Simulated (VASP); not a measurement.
Band structure of Li$_{2}$O (antifluorite). Computed with optB86b-vdW, VASP's PBE PAW potentials (set 64) (plane waves; VASP).

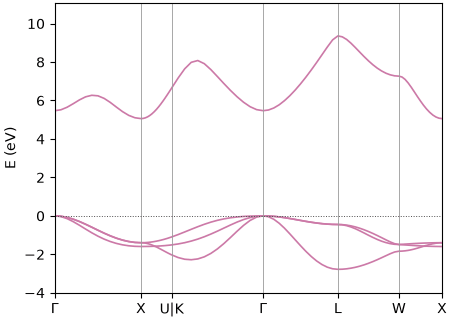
Fig. 1. Bands along high-symmetry lines, zero at the valence-band maximum or, without a gap, the Fermi level

Read the plot: is there a gap, and where are the band edges?

The gap is indirect, 5.06 eV, from the valence maximum at Γ to the conduction minimum at X. (Edges off the drawn lines would not show.)

Measured: gap 8.00 eV (computed value off by -2.94 eV), as given by Das et al., (2018), arXiv:1807.05623.

The compound is Li2O in the antifluorite structure. It was relaxed first.
